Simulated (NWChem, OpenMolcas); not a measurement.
Exact exchange and the dipole moment of CH3BO (Borane carbonyl)

CH3BO has 6 atoms, charge 0, and is taken as a singlet. SMILES: `[BH3-]C#[O+]`. The coordinates come from a PBE0-D4/def2-TZVP relaxation.

The dipole moment y, in D, basis def2-TZVP; a is the functional's share of exact exchange. Programs: NWChem 7.3.0, OpenMolcas 26.06.

| functional | program | a | y (D) |
| --- | --- | --- | --- |
| BLYP | OpenMolcas | 0 | 1.30 |
| revPBE | OpenMolcas | 0 | 1.31 |
| B3LYP | NWChem | 0.2 | 1.38 |
| PBE0 | OpenMolcas | 0.25 | ? |
| BHLYP | OpenMolcas | 0.5 | 1.49 |

Task: Fit y = c + s·a to the known rows and predict PBE0.

Result: 
1. Means of the 4 rows: a = 0.1750, y = 1.370.
2. Σ(Δa)² = 0.1675, Σ(Δa·Δy) = 0.062, so the slope is 0.062/0.1675 = 0.37015.
3. Intercept: 1.370 − (0.37015) × 0.1750 = 1.305. The largest residual of the fit is 0.005.
4. PBE0: 1.305 + (0.37015) × 0.25 = 1.40 D.

The run gave 1.37 D, so the prediction is off by +0.03 D, more than the largest residual. More exact exchange makes the molecule more polar here.

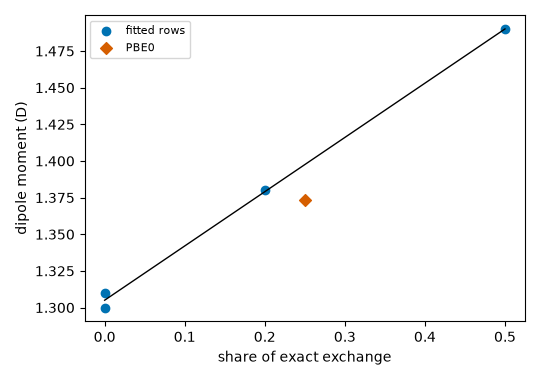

The fitted line, with the withheld row.
